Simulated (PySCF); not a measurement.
```xyz
2

Na    0.0000    0.0000   -2.6861
Pb    0.0000    0.0000    0.2969
```

Core potentials replace the inner electrons of Pb.

Theory: PySCF 2.14.0, PBE0/def2-SVPD, non-relativistic Hamiltonian with scalar-relativistic core potentials where named, at a bond length of 2.983 Å.

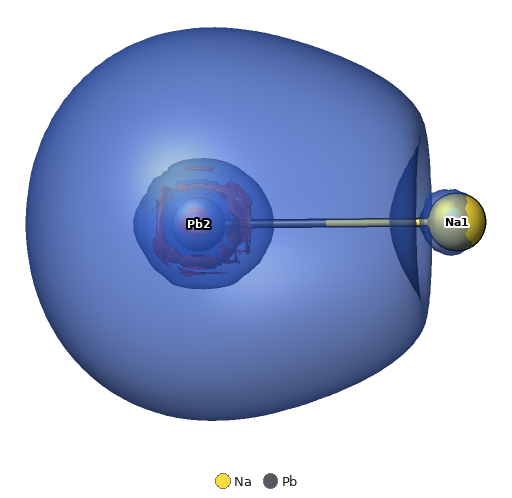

NaPb (quartet). Isosurfaces of the spin density (α minus β) at +0.015 (blue) and −0.015 e/Å³ (red), seen from one side.

Which atoms carry the spin?

Answer. The unpaired spin (3 electrons) lies mostly on Pb2 (about 2.4) and Na1 (about 0.6), in electrons by Hirshfeld's partition.
